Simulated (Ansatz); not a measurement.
**CH4Si (SMILES C=[SiH2]): levels of theory compared**

Wanted: a comparison of 6 runs (B2PLYP/STO-3G, BLYP/STO-3G, UB3LYP/STO-3G, UPBE/STO-3G, UPBE0/STO-3G, CCSD(T)/STO-3G) of CH4Si. 

The results are computed with Ansatz 0.2.0.

43 further runs of the same task are left out: 43 set aside as unsound or not needed.

### Step 1. Starting point

CH4Si has 6 atoms, charge 0, and is taken as a singlet. As SMILES, `C=[SiH2]`. The H6–Si2 distance was set to 3.646 Å, away from the relaxed value. At this shape a bond of the SMILES string is far longer than usual.

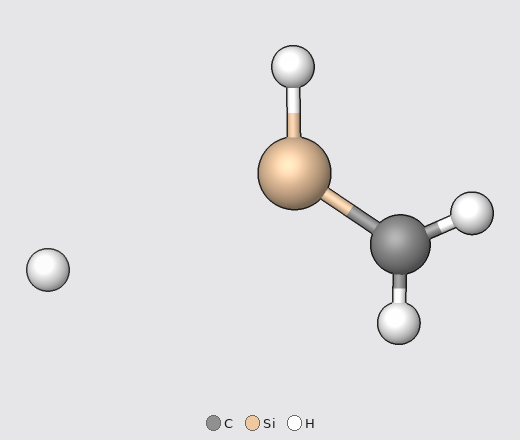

The structure, seen from a chosen angle (carbon grey, silicon light orange, hydrogen white).

### Step 2. A single-point energy at B2PLYP/STO-3G (run 1)

input.yaml reads:

```yaml
crystal:
  periodic: [false, false, false]
  atoms:
    - {symbol: C, position_ang: [-2.140614, -1.495836, 1.120264]}
    - {symbol: Si, position_ang: [-0.790654, -0.496916, 1.603624]}
    - {symbol: H, position_ang: [-2.810434, -1.945286, 1.833494]}
    - {symbol: H, position_ang: [-2.364844, -1.706836, 0.088624]}
    - {symbol: H, position_ang: [-0.448944, -0.182706, 2.986114]}
    - {symbol: H, position_ang: [1.545870, 1.084200, -0.705300]}
basis:
  gaussian: {orbitals: STO-3G}
hamiltonian: {xc: {name: B2PLYP}}
correlation: {frozen_orbitals: {C: 1, H: 0, Si: 5}}
accuracy: high
```

The run is started by

```console
$ ansatz run input.yaml --threads 1 --pin off --max-ram 2610MiB --events-out events.jsonl --progress --plain --runs-dir runs
```

The program printed:

```text
Warning: RAYON_NUM_THREADS=1 ignored (pool sized by the plan → 1); use --threads N
Functional definition: B2PLYP
  name "B2PLYP"
  parameter a = 0.53
  parameter c = 0.27
  exchange = (1 - a)*b88_x + a*exact_x
  correlation = (1 - c)*lyp_c + c*(mp2_os + mp2_ss)
304 factors; integrals over basis functions are off by at most 1.2e-8 eV
mean field evaluation 1: about -8848.2906 eV, gradient 2.6e1 eV
mean field evaluation 2: about -8848.2725 eV, gradient 2.6e1 eV
mean field evaluation 4: about -8848.2912 eV, gradient 1.4e1 eV
mean field evaluation 8: about -8852.5197 eV, gradient 1.6e1 eV
mean field evaluation 16: about -8857.3343 eV, gradient 3.0e-8 eV
mean field -8857.33428880 eV, -325.5010313965 hartree, gradient 3.0e-8 eV, S^2 0.000000; 0 other end points of the search recorded, 0 dependent functions left out; unrestricted orbitals would lower it
6 core orbitals not correlated: weight in the atoms' cores, before any rotation towards them, 1.000 or more for the frozen orbitals, at most 0.000 for the correlated occupied ones
reference -8857.33430951 eV, -325.5010321578 hartree; 6, 6 occupied and 6, 6 virtual orbitals, 304 factors
second order -10.96482758 eV of doubles, -0.00000000 eV of singles
Total energy: -8860.29481296 eV, -325.6098286527 hartree
```

Wall time 1.6 s (1 thread of Arm Neoverse V1, shared host); peak memory 0.097 GiB.

### Step 3. A single-point energy at BLYP/STO-3G (run 2)

run.yaml reads:

```yaml
crystal:
  periodic: [false, false, false]
  atoms:
    - {symbol: C, position_ang: [-2.140614, -1.495836, 1.120264]}
    - {symbol: Si, position_ang: [-0.790654, -0.496916, 1.603624]}
    - {symbol: H, position_ang: [-2.810434, -1.945286, 1.833494]}
    - {symbol: H, position_ang: [-2.364844, -1.706836, 0.088624]}
    - {symbol: H, position_ang: [-0.448944, -0.182706, 2.986114]}
    - {symbol: H, position_ang: [1.545870, 1.084200, -0.705300]}
basis:
  gaussian: {orbitals: STO-3G}
hamiltonian: {xc: {name: BLYP}}
accuracy: high
```

The run is started by

```console
$ ansatz run run.yaml --threads 1 --pin off --max-ram 2610MiB --events-out events.jsonl --progress --plain --runs-dir runs
```

The program printed:

```text
Warning: RAYON_NUM_THREADS=1 ignored (pool sized by the plan → 1); use --threads N
Functional definition: BLYP
  name "BLYP"
  parameter beta = 0.0042
  parameter a = 0.04918
  parameter b = 0.132
  parameter c = 0.2533
  parameter d = 0.349
  exchange = b88_x(beta = beta)
  correlation = lyp_c(a = a, b = b, c = c, d = d)
304 factors; integrals over basis functions are off by at most 1.2e-8 eV
mean field evaluation 1: about -8850.9908 eV, gradient 3.7e1 eV
mean field evaluation 2: about -8825.2409 eV, gradient 7.1e1 eV
mean field evaluation 4: about -8854.7376 eV, gradient 1.8e1 eV
mean field evaluation 8: about -8853.1696 eV, gradient 1.1e1 eV
mean field evaluation 16: about -8864.7794 eV, gradient 7.6e-9 eV
mean field -8864.77937426 eV, -325.7746332407 hartree, gradient 1.4e-8 eV, S^2 0.000000; 0 other end points of the search recorded, 0 dependent functions left out
reference -8864.77941830 eV, -325.7746348592 hartree; 12, 12 occupied and 6, 6 virtual orbitals, 304 factors
Total energy: -8864.77941830 eV, -325.7746348592 hartree
```

It took 1.2 s on 1 thread of Arm Neoverse V1, shared host; peak memory 0.092 GiB.

Runs 3 to 4 aren't shown in full; the table further down has their settings and results.

### Step 4. The energy at UPBE0/STO-3G (run 5)

input.yaml: that of step 2 with these lines changed.

```diff
@@ -10,5 +10,8 @@
 basis:
-  gaussian: {orbitals: STO-3G}
-hamiltonian: {xc: {name: B2PLYP}}
-correlation: {frozen_orbitals: {C: 1, H: 0, Si: 5}}
+  gaussian:
+    orbitals: STO-3G
+magnetization:
+  spin_polarized: true
+hamiltonian:
+  xc: pbe0
 accuracy: high
```

The run is started by

```console
$ ansatz run input.yaml --threads 1 --pin off --max-ram 2610MiB --events-out events.jsonl --progress --plain --runs-dir runs
```

The program printed:

```text
Warning: RAYON_NUM_THREADS=1 ignored (pool sized by the plan → 1); use --threads N
Functional definition: PBE0
  name "PBE0"
  parameter a = 0.25
  parameter kappa = 0.804
  parameter beta = 0.06672455060314922
  exchange = (1 - a)*pbe_x(kappa = kappa, mu = beta*pi^2/3) + a*exact_x
  correlation = pbe_c(beta = beta)
304 factors; integrals over basis functions are off by at most 1.2e-8 eV
mean field evaluation 1: about -8849.5915 eV, gradient 2.2e1 eV
mean field evaluation 2: about -8833.0129 eV, gradient 4.3e1 eV
mean field evaluation 4: about -8852.3776 eV, gradient 1.0e1 eV
mean field evaluation 8: about -8857.0652 eV, gradient 1.3e1 eV
mean field evaluation 16: about -8861.7606 eV, gradient 3.5e0 eV
mean field evaluation 32: about -8863.1766 eV, gradient 1.5e-1 eV
mean field -8863.14130921 eV, -325.7144354606 hartree, gradient 3.6e-8 eV, S^2 1.091946; 4 other end points of the search recorded, 0 dependent functions left out
reference -8863.14131103 eV, -325.7144355274 hartree; 12, 12 occupied and 6, 6 virtual orbitals, 304 factors
Total energy: -8863.14131103 eV, -325.7144355274 hartree
```

Wall time 3.9 s (1 thread of Arm Neoverse V1, shared host); peak memory 0.12 GiB.

### Step 5. The energy at CCSD(T)/STO-3G (run 6)

run.yaml: that of step 3 with these lines changed.

```diff
@@ -10,4 +10,9 @@
 basis:
-  gaussian: {orbitals: STO-3G}
-hamiltonian: {xc: {name: BLYP}}
+  gaussian:
+    orbitals: STO-3G
 accuracy: high
+scf:
+  omitted_lower_state_checks: [cluster_reference, increment]
+correlation:
+  method: ccsd_t
+  frozen_orbitals: {C: 1, H: 0, Si: 5}
```

The run is started by

```console
$ ansatz run run.yaml --threads 1 --pin off --max-ram 2610MiB --events-out events.jsonl --progress --plain --runs-dir runs
```

The program printed:

```text
Warning: RAYON_NUM_THREADS=1 ignored (pool sized by the plan → 1); use --threads N
[... 12 lines left out ...]
6 core orbitals not correlated: weight in the atoms' cores, before any rotation towards them, 1.000 or more for the frozen orbitals, at most 0.000 for the correlated occupied ones
[... 38 lines left out ...]
WARN: these amplitudes may be one of several solutions (largest doubles amplitude 0.88, level shift 13.18 eV)
Total energy: -8849.43810653 eV, -325.2108520505 hartree
Checks for a lower state left out: cluster_reference, increment
```

Run time: 0.2 s. Hardware: 1 thread of Arm Neoverse V1, shared host.

### Step 6. The series

| run | level | frozen core orbitals | energy (Eh) | wall time |
| --- | --- | --- | --- | --- |
| 1 | B2PLYP/STO-3G | 6 | -325.609829 | 1.6 s |
| 2 | BLYP/STO-3G | – | -325.774635 | 1.2 s |
| 3 | UB3LYP/STO-3G | – | -325.886684 | 3.9 s |
| 4 | UPBE/STO-3G | – | -325.663023 | 4.5 s |
| 5 | UPBE0/STO-3G | – | -325.714436 | 3.9 s |
| 6 | CCSD(T)/STO-3G | 6 | -325.210852 | 0.2 s |

### Step 7. Results

```
                                          quantity          value
                               run 6: total energy  -325.21085 Eh
run 6: correlation energy (6 core orbitals frozen)     -364.8 mEh
                             run 6: (T) correction     -17.36 mEh
                              run 6: T1 diagnostic          0.038
```

What this shows: Totals of different functionals can't be ranked against each other. In run 6 the T1 diagnostic is large, so a single reference may not serve. In runs 1, 6 the log says that unrestricted orbitals would lower the reference, so the values rest on an unstable closed-shell determinant (other closed-shell runs at this shape may share the fault). In runs 1, 2, 3, 4, 5, 6 the basis is minimal, so the values are rough. In runs 1, 2, 6 a closed-shell determinant meets a far-stretched bond, which it describes badly. Spin contamination of the reference: run 5 ⟨S²⟩ = 1.09, run 3 ⟨S²⟩ = 1.04, run 4 ⟨S²⟩ = 1.01. Where it is this large, the reference is a mixture of spin states, and values that rest on it are in doubt. All runs together took 15 s, the longest 4.5 s.
